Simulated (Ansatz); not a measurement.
The structure below was relaxed with PBEsol (Ansatz, a first-principles code, PAW, without spin-orbit coupling).

```
CELL_PARAMETERS angstrom
      2.45689     0.00000     0.00000
     -1.22844     2.12773     0.00000
      0.00000     0.00000     4.39432
ATOMIC_POSITIONS crystal
  Cr 0.33333 0.66667 0.75000
  Cr 0.66667 0.33333 0.25000
```

Find the space group and the Wyckoff positions.

Space group P6₃/mmc (No. 194); a = b = 2.457 Å, c = 4.394 Å, α = β = 90.00°, γ = 120.00°

```
atom  site  symmetry       x       y       z
----  ----  --------  ------  ------  ------
Cr      2d      -6m2  0.6667  0.3333  0.2500
```

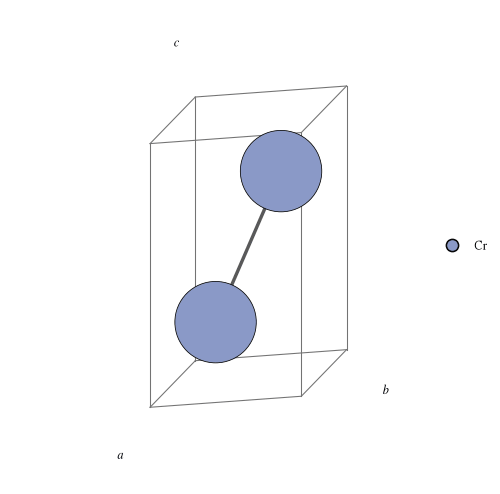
Figure. The conventional cell

Stability against distortions was not tested. Starting moments died away, wholly or in part, for Ti → Cr; another magnetic solution may exist. The final runs are not spin-polarised. The cell was made from Ti by this change: Ti → Cr; the result is a model cell. Real Cr is antiferromagnetic at low temperature and ambient pressure, an order that this cell doesn't hold. This is not the structure that Cr has at room temperature and ambient pressure.
